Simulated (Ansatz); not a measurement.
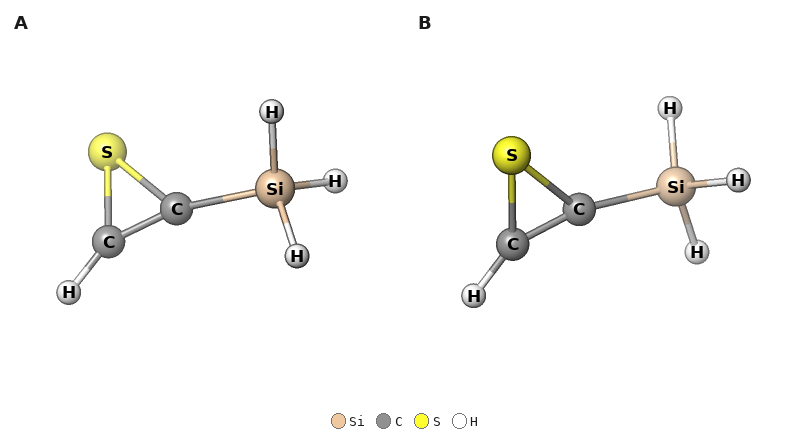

Distant atoms are faded towards the background colour. Computed geometry: PBE-D4/def2-SVP optimisation. No frequency run is at hand to confirm it as a minimum.

**Are A and B the same structure? If not, how do they differ?**

Yes. They are the same structure, C2H4SSi ([SiH3]C1=CS1), seen from two directions. With point group Cs it is achiral, so its mirror image would be the same too.
